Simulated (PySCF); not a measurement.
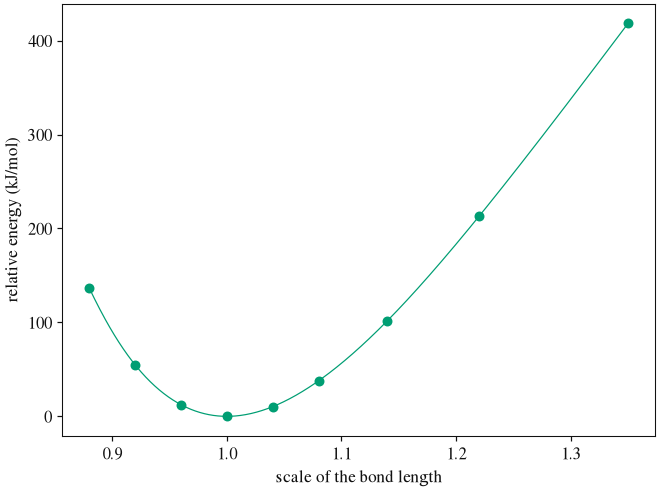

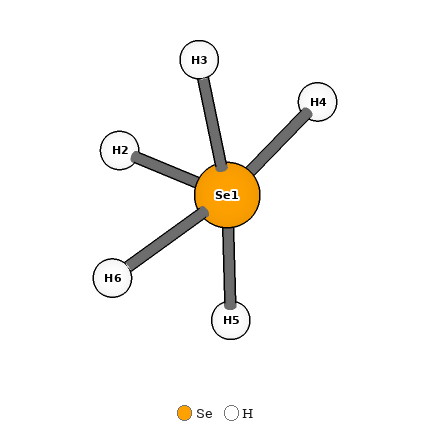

Rigid scan of SeH₅⁻, singlet, from a minimum of the shape that electron-pair counting expects: all bonds to atom 1 scaled (atom 1 is the central atom). PBE0/def2-TZVPD, PySCF, restricted determinant, no spin-orbit coupling; energies counted from the minimum. Splines pass through the computed points, which are marked.

**What does it cost to go to either end of the scan?**

136.8 kJ/mol at 0.88 and 418.5 kJ/mol at 1.35.

**Give the values at the computed points.**

In kJ/mol:
| scale of the bond length | PBE0 |
| --- | --- |
| 0.88 | 136.8 |
| 0.92 | 54.9 |
| 0.96 | 12.5 |
| 1.00 | 0.0 |
| 1.04 | 10.3 |
| 1.08 | 37.8 |
| 1.14 | 101.7 |
| 1.22 | 213.0 |
| 1.35 | 418.5 |

Known limits of this run: no scalar relativity.
